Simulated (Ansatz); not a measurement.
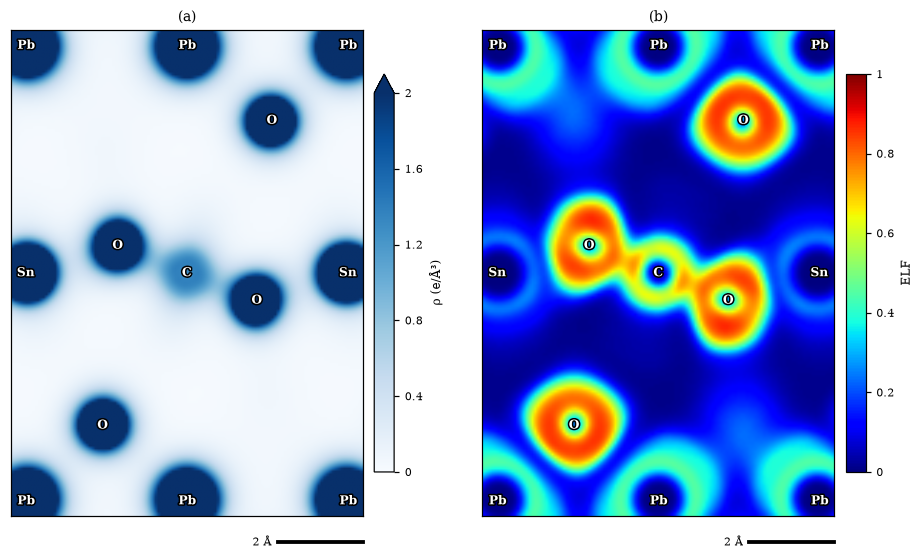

Sn$_{3}$Pb$_{4}$CO$_{12}$ (cell with a defect). (a) valence pseudo-density; (b) electron localisation function on the (101̄) plane of the calculation cell.

Computed pressure about −8 GPa in this cell.

Method: DFT, PBE, plane-wave PAW, default files, scalar-relativistic in Ansatz.

Core electrons are frozen (PAW), and the valence fields are smoothed inside the atomic spheres.

Describe what can be read from this map.

Answer. Atoms in the plane: C, Sn, Pb and O.
C–O (1.76 Å): the density is about 0.92 e/Å³ at the midpoint; the ELF peaks at about 0.80 between the atoms.
Pb–O (2.53 Å): ρ is about 0.31 e/Å³ halfway; the ELF is about 0.15 at the midpoint (no shared electron pair shows on this line).
Sn–O (2.25 Å): the density is about 0.45 e/Å³ at the midpoint; the ELF peaks at about 0.80 in the valence shell of O, 0.6 Å from its nucleus, and is about 0.25 at the midpoint; no localised pair shows between them.
Pb–O (2.67 Å): ρ at the midpoint is about 0.23 e/Å³; the ELF is about 0.15 at the midpoint (no shared electron pair shows on this line).
Between the atoms the lowest density in this plane is 0.01 e/Å³.
The ELF also peaks beside O, away from the bonds: lone-pair regions.

Does the calculation make it a metal, or give it a gap?

Answer. It is gapless in this calculation (a metal or semimetal).
